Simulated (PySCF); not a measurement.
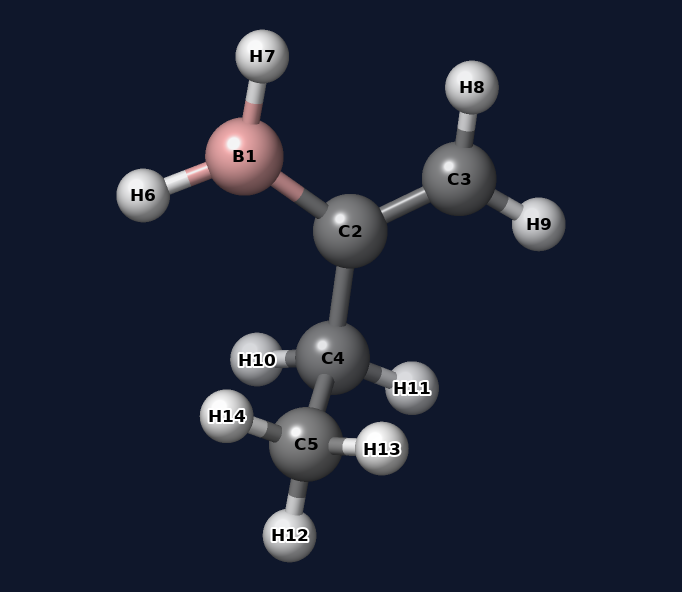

The geometry was computed by an optimisation with PBE0-D3(BJ)/def2-SVP. No frequency run is at hand to confirm it as a minimum. Electric field gradients from the ground-state density, PBE0/6-31G (PySCF 2.14.0), non-relativistic apart from any core potentials.

Give the largest field-gradient component, the quadrupole coupling constant and the asymmetry for 11B at B1 (Q = 40.59 mb), 2H at H6 (Q = 2.86 mb), 2H at H7 (Q = 2.86 mb), 2H at H8 (Q = 2.86 mb), 2H at H9 (Q = 2.86 mb).

| atom | V_zz (a.u.) | e²qQ/h (MHz) | η |
| --- | --- | --- | --- |
| B1 | 0.507 | 4.83 | 0.02 |
| H6 | 0.209 | 0.141 | 0.11 |
| H7 | 0.211 | 0.142 | 0.10 |
| H8 | 0.310 | 0.209 | 0.03 |
| H9 | 0.306 | 0.205 | 0.03 |
